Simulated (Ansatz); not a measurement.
Fields on a plane of Ca (fcc, Cu type)

```
CELL_PARAMETERS angstrom
      0.00000     2.78425     2.78425
      2.78425     0.00000     2.78425
      2.78425     2.78425     0.00000
ATOMIC_POSITIONS crystal
  Ca 0.00000 0.00000 0.00000
```

The slice is a {100} plane (indices of the conventional cell) through the point (0.000, 0.000, 0.000) (fractional), spanned by u = [100] and v = [0 1 -1] in vectors of this cell: u (3.94 Å) and v (3.94 Å, at 90° to u). It covers one period; positions are fractions (u, v).

Atoms on it: Ca at (0.00, 0.00).

Computed with r2SCAN (plane waves to 500 eV, PAW, scalar-relativistic; Ansatz, an electronic-structure program). k mesh 14×14×14. Inside the PAW spheres the values are not all-electron values, and peaks at nuclei hang on which shells count as valence. Ca was relaxed with its symmetry unable to fall.

```
|xxxxxx998844000000334433000000448899xxxx|
|xxxx9999772200001133443311000022779999xx|
|9999998855110000224455442200001155889999|
|9988775511000011335566553311000011557788|
|4444221100000033556677665533000000112244|
|0000000000002255667777776655220000000000|
|0000000011335566777777777766553311000000|
|0000112233556677778888887777665533221100|
|3333334455667777888888888877776655443333|
|4444445566777777888888888877777766554444|
|3333334455667777888888888877776655443333|
|0000112233556677778888887777665533221100|
|0000000011335566777777777766553311000000|
|0000000000002255667777776655220000000000|
|4444221100000033556677665533000000112244|
|9988775511000011335566553311000011557788|
|9999998855110000224455442200001155889999|
|xxxx9999772200001133443311000022779999xx|
|xxxxxx998844000000334433000000448899xxxx|
|xxxxxx999944000000334433000000449999xxxx|
```
Scale: ten equal steps from 0.04 (start of '0') to 0.87 (end of '9'), in the order '0123456789'. Values: electron localisation function (ELF). The map has 20 points along u (two characters each, u = 0 at the left) and 20 along v (v = 0 in the bottom row). Points within 0.5 Å of a nucleus are blanked (x), as the pseudised field means little there.

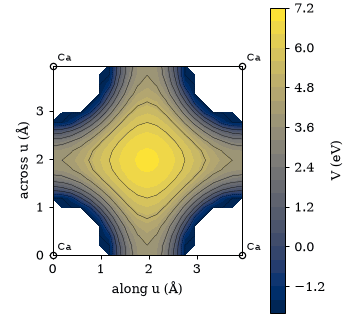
Fig. 1. Electrostatic potential energy of an electron, from the cell's mean, in eV, one period of the plane, atoms marked. Points within 1 Å of a nucleus are left white, as the pseudised field means little there. Values under -2 eV are set to -2. The zero, the cell's mean, hangs on the PAW cores.

Density on the Ca–Ca line (3.94 Å) at its midpoint: 0.05 e/Å³
ELF at that point: 0.39
